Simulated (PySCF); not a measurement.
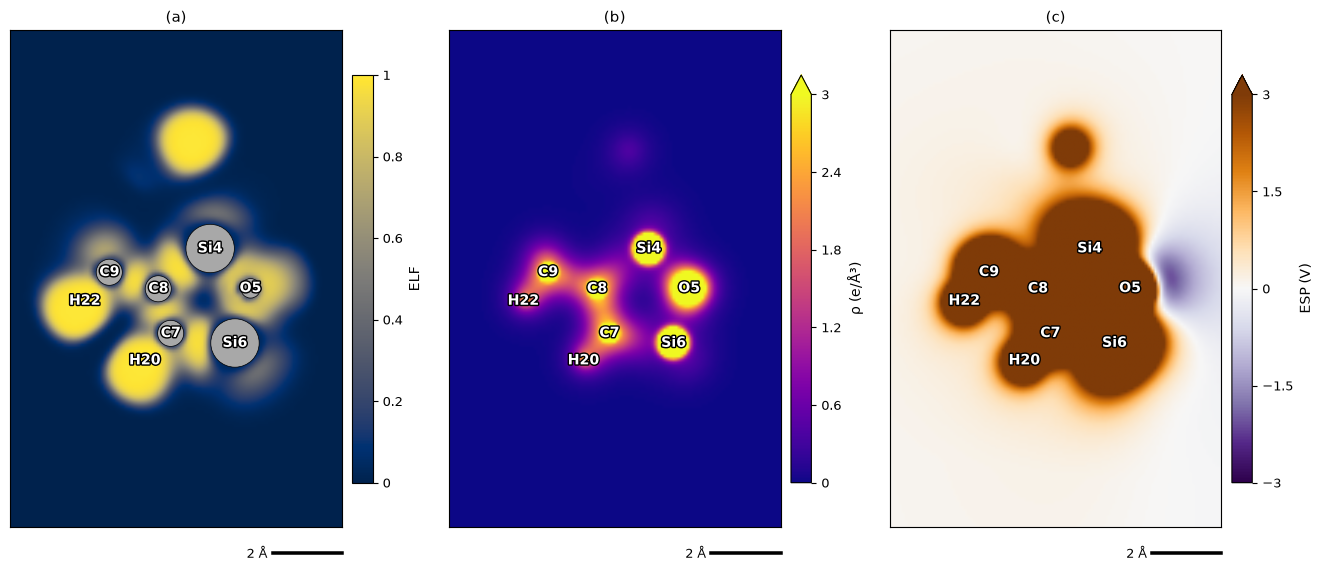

Figure 1: C6H14OSi2. (a) electron localisation function; (b) electron density; (c) molecular electrostatic potential on the plane of atoms C8, C7 and H20. Grey discs cover the atomic cores in the ELF map.

Geometry: GFN2-xTB.

All numbers below come from PBE0/pcSseg-1, SCF density, gas phase, non-relativistic in PySCF.

```yaml
atoms:
  - { symbol: C, position_ang: [3.5151, 0.2787, 0.2671] }
  - { symbol: C, position_ang: [2.1474, 0.2602, -0.4063] }
  - { symbol: C, position_ang: [1.2090, -0.7544, 0.2374] }
  - { symbol: Si, position_ang: [-0.4860, -0.8119, -0.6050] }
  - { symbol: O, position_ang: [-1.3697, -2.0685, -0.0297] }
  - { symbol: Si, position_ang: [-2.8496, -1.7603, 0.6158] }
  - { symbol: C, position_ang: [-2.7967, 0.1119, 0.4562] }
  - { symbol: C, position_ang: [-1.6810, 0.5795, -0.1147] }
  - { symbol: C, position_ang: [-1.4034, 2.0291, -0.3493] }
  - { symbol: H, position_ang: [3.4168, 0.5312, 1.3211] }
  - { symbol: H, position_ang: [4.1669, 1.0120, -0.2035] }
  - { symbol: H, position_ang: [3.9876, -0.6986, 0.1944] }
  - { symbol: H, position_ang: [2.2663, 0.0199, -1.4646] }
  - { symbol: H, position_ang: [1.7056, 1.2568, -0.3488] }
  - { symbol: H, position_ang: [1.6682, -1.7428, 0.1861] }
  - { symbol: H, position_ang: [1.0999, -0.5181, 1.2979] }
  - { symbol: H, position_ang: [-0.4020, -0.9920, -2.0578] }
  - { symbol: H, position_ang: [-2.8212, -2.2682, 1.9835] }
  - { symbol: H, position_ang: [-3.8352, -2.4091, -0.2430] }
  - { symbol: H, position_ang: [-3.5822, 0.7800, 0.7865] }
  - { symbol: H, position_ang: [-1.2406, 2.2126, -1.4108] }
  - { symbol: H, position_ang: [-2.2252, 2.6549, -0.0045] }
  - { symbol: H, position_ang: [-0.4947, 2.3238, 0.1750] }
```

Read the bonding off the picture.

Answer.
- Atoms in the plane: Si, O, C and H.
- C–C (1.34 Å): ρ at the midpoint is about 2.2 e/Å³; the ELF peaks at about 0.90 between the atoms: a short, multiple covalent bond.
- Si–O (1.64 Å): the density is about 1.1 e/Å³ at the midpoint; the ELF peaks at about 0.85 between the atoms: a shared but strongly polarised pair.
- C–Si (1.88 Å): ρ is about 0.95 e/Å³ halfway; the ELF peaks at about 0.95 between the atoms, as expected for a shared electron pair.
- C–H (1.08 Å): ρ is about 2 e/Å³ halfway; the ELF climbs to about 1 towards the hydrogen, as it does in any bond to H: a covalent bond by its length.
- C–C (1.49 Å): ρ at the midpoint is about 1.7 e/Å³; the ELF peaks at about 0.95 between the atoms: a covalent bond.
- The ELF also peaks beside O5, away from the bonds: lone-pair regions.
- Outside the dense part of the molecule the potential is most negative (−2.0 V) near O5.
